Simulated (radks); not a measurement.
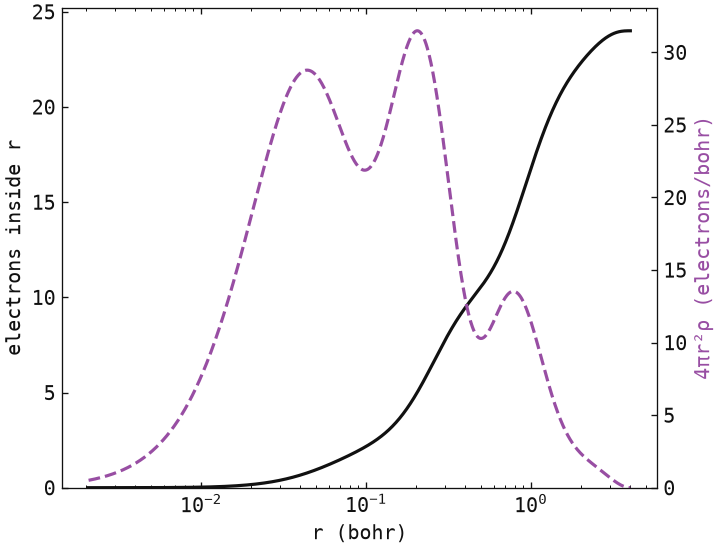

The neutral chromium atom in the configuration [Ar] 3d5 4s1 (high spin). It sits in a hard spherical wall of radius 4 bohr. Computed with the in-house radial solver radks: scalar-relativistic Kohn-Sham, r2SCAN, spin-polarised, spherical densities, finite nucleus.

The plot shows the number of electrons inside radius r (solid) and the radial density 4πr²ρ (dashed).

Read the plot.

The count levels off at 24 electrons. Half of them lie within 0.629 bohr, 90 % within 1.75 bohr and 99 % within 3.00 bohr. The radial density has minima at 0.0985 and 0.500 bohr, where the count stands at 2.1 and 10.6; these part the shells that the density resolves.
